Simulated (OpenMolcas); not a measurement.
Exact exchange and the HOMO–LUMO gap of CH6ClNSi

CH6ClNSi has 10 atoms, charge 0, and is taken as a singlet. SMILES: `C[SiH](N)Cl`. The shape is that of a PBE0-D4/def2-TZVP optimisation. This is one conformer, not always the lowest.

The HOMO–LUMO gap y, in eV, basis 6-31G(d); a is the functional's share of exact exchange. Programs: OpenMolcas 26.06.

| functional | program | a | y (eV) |
| --- | --- | --- | --- |
| PBE | OpenMolcas | 0 | 6.74 |
| TPSS | OpenMolcas | 0 | 7.08 |
| B3LYP | OpenMolcas | 0.2 | 8.58 |
| PBE0 | OpenMolcas | 0.25 | ? |
| BHLYP | OpenMolcas | 0.5 | 11.39 |

**Question.** Fit y = c + s·a to the known rows and predict PBE0.

**Answer.** 
1. Means of the 4 rows: a = 0.1750, y = 8.447.
2. Σ(Δa)² = 0.1675, Σ(Δa·Δy) = 1.4978, so the slope is 1.4978/0.1675 = 8.9421.
3. Intercept: 8.447 − (8.9421) × 0.1750 = 6.882. The largest residual of the fit is 0.20.
4. PBE0: 6.882 + (8.9421) × 0.25 = 9.12 eV.

The run gave 9.15 eV, so the prediction is off by -0.03 eV, within the largest residual. Exact exchange lowers occupied levels and raises empty ones. The rows mix families of semi-local functionals, which the line can't see.

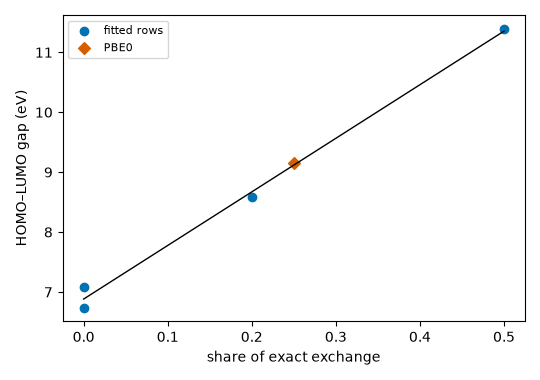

The fitted line, with the withheld row.
